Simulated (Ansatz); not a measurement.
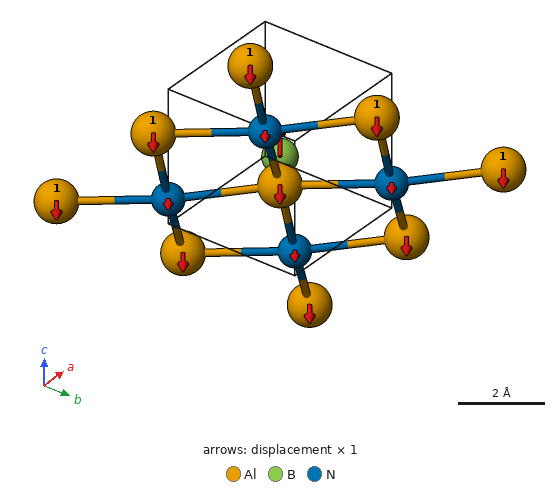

A relaxation of a crystal of AlBN (a generated structure, set up in P4mm) (coarse preliminary run). The starting structure is drawn; red arrows show the displacements (the part carried along by the change of the cell is left out), at their true length.

The picture is a ball-and-stick view of the cell of the calculation, seen from a free direction.

These are results of DFT PBE, scalar-relativistic, plane waves, PAW (Ansatz), not measurements. Settings: plane-wave cutoff 420 eV; k-point mesh 6 × 6 × 6; occupations gaussian; smearing width 0.1 eV; no spin polarisation; cell and atoms relaxed; force threshold 0.04 eV/Å; at most 70 steps.

Question: Atoms of which element are displaced furthest, and by how much?

Answer: Boron: up to 0.87 Å, against 0.54 Å for aluminium.

Question: What did the optimiser do to the structure, and how much energy did it gain?

Answer: Over 15 accepted moves (19 points after the start) the energy falls by 57.677 eV per cell of the calculation. Largest force component: 160 eV/Å at the start, under 0.0001 eV/Å at the end. The pressure goes from 120.22 to 0.09 GPa. The line search rejected the trial step at point 15 of the run. At 3 points the geometry stayed and the basis and grid were re-selected for the new cell (energy shift of 43.8 meV per cell of the calculation at most each time). The largest move relative to the cell is that of the B atom, 0.87 Å along +c. By element the largest moves are B 0.87 Å, Al 0.54 Å, N 0.33 Å. Cell: a = b 3.717 → 2.677 Å (−28.0 %), c 3.717 → 4.975 Å (+33.8 %). Volume −30.6 %. Near-neighbour distances that change, for instance: Al–B 0.800 → 2.487 Å, Al–N 2.634 → 1.893 Å, Al–B 2.917 → 2.487 Å. The space group (tolerance 0.01 Å) goes from P4mm (No. 99) to P4/mmm (No. 123).
